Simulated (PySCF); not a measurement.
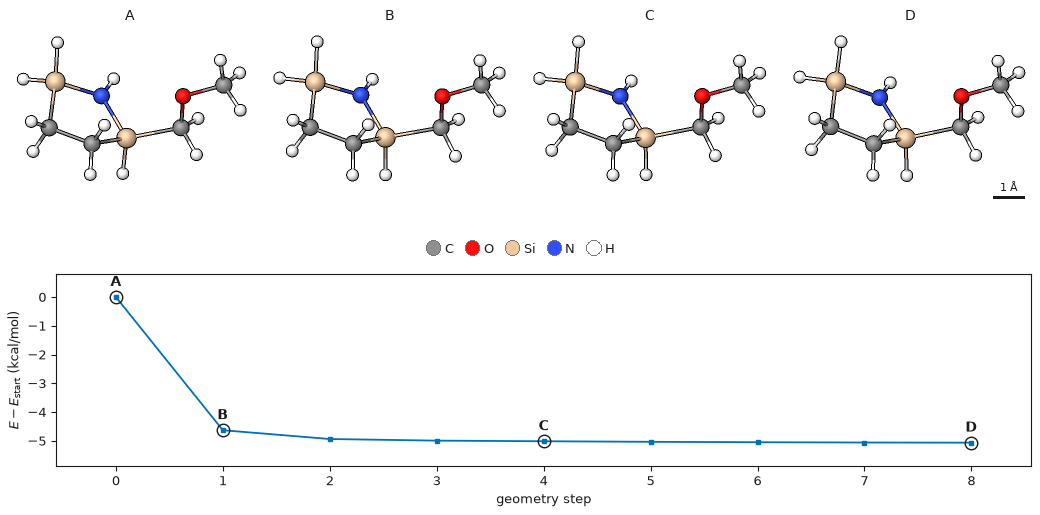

Frames of a relaxation of C₄H₁₃NOSi₂, marked on the history of the run. The picture is a ball-and-stick view, seen at a tilt.

The start comes from GFN2-xTB. Its atoms were then displaced at random by about 0.01 Å.

All numbers below come from PBE0-D3(BJ)/def2-SVP geometry optimisation, gas phase (PySCF 2.14.0, density-fitted response routines). 

What happens along the run?

The energy falls by 5.06 kcal/mol in 8 geometry steps. An H atom moves most after the best rigid fit: 0.29 Å. By element the largest moves are H 0.29 Å, N 0.16 Å, C 0.13 Å, Si 0.09 Å, O 0.06 Å. Some distances before and after: C–Si 1.851 → 1.895 Å, C–H 1.075 → 1.109 Å, C–O 1.420 → 1.392 Å, H–Si 1.473 → 1.500 Å. Among the angles between lasting bonds that change: C–Si–C 116.1° → 110.7°, C–Si–H 109.9° → 105.7°, Si–C–H 108.5° → 104.4°. From step 0 to 1: an H atom moves most (0.16 Å), energy −4.63 kcal/mol. From step 1 to 4: an H atom moves most (0.07 Å), energy −0.38 kcal/mol. From step 4 to 8: an H atom moves most (0.09 Å), energy −0.05 kcal/mol.

| step | E − E(0), kcal/mol |
| --- | --- |
| 0 | 0.00 |
| 1 | -4.63 |
| 2 | -4.94 |
| 3 | -4.99 |
| 4 | -5.01 |
| 5 | -5.03 |
| 6 | -5.05 |
| 7 | -5.06 |
| 8 | -5.06 |
